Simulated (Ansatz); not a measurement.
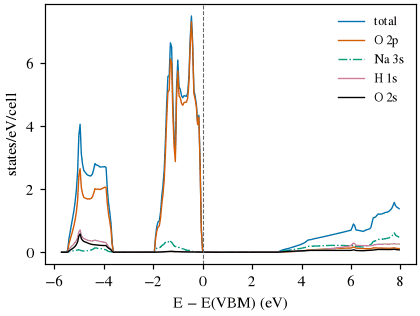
Fig. 1. Total and projected density of states of NaHO in space group Cmcm (No. 63; Na on 4c, H on 4c, O on 4c), the program Ansatz at the PBEsol level (PAW)

Problem. Which orbitals carry the states next to the gap?

Solution. Top 1 eV of the valence band: O 2p 97 %. Bottom 1 eV of the conduction band: Na 3s 51 %, O 2s 20 %, O 2p 13 %, H 1s 12 %. Projections are on Löwdin-orthogonalised atomic valence shells; empty p or d shells of many metals are not among them.

Problem. Where is the tallest occupied peak in this window, and what makes it?

Solution. Near -0.5 eV, about 7.5 states/eV per cell; the largest projected share is O 2p.

The first step of the workflow began from a Materials Project structure, measured or hypothetical; the Crystallography Open Database copy checked does not list it. COD files the formula under space group No. 11. Its standing as an ambient phase is unchecked. The PBEsol relaxation kept the symmetry of its start; whether a distortion lowers the energy is not shown.

Potentials: the later of the program's two PAW sets.
